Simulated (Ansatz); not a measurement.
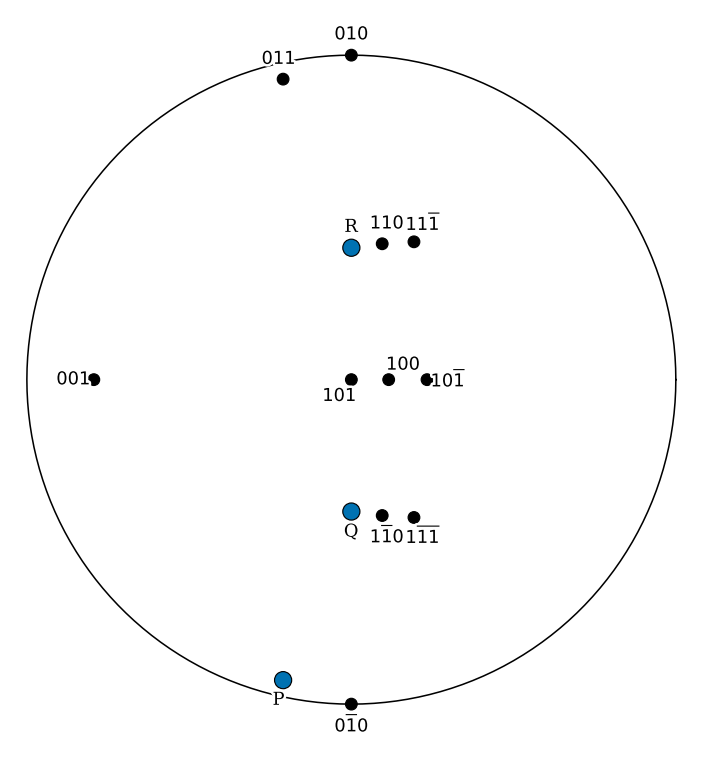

For YGeF, coordinates from a relaxation with DFT, PAW plane waves, r2scan in Ansatz; the starting structure was generated, so it need not be a known form of this composition: stereographic projection of plane normals (upper hemisphere) centred on (1 0 1). Symmetry computed with spglib at a tolerance of 0.002 Å; standard conventional cell.

a = 3.652 Å, b = 3.652 Å, c = 15.659 Å, α = 90.00°, β = 90.00°, γ = 90.00°.

Index the poles marked P, Q, R.

P is (0 −1 1), 87.0° from the centre; Q is (1 −1 1), 44.2° from the centre; R is (1 1 1), 44.2° from the centre.

What is the angle between the normals of (1 0 0) and (0 1 1), and what are their d_hkl = 1/|g|?

90.0°; d = 3.652 Å and 3.556 Å.
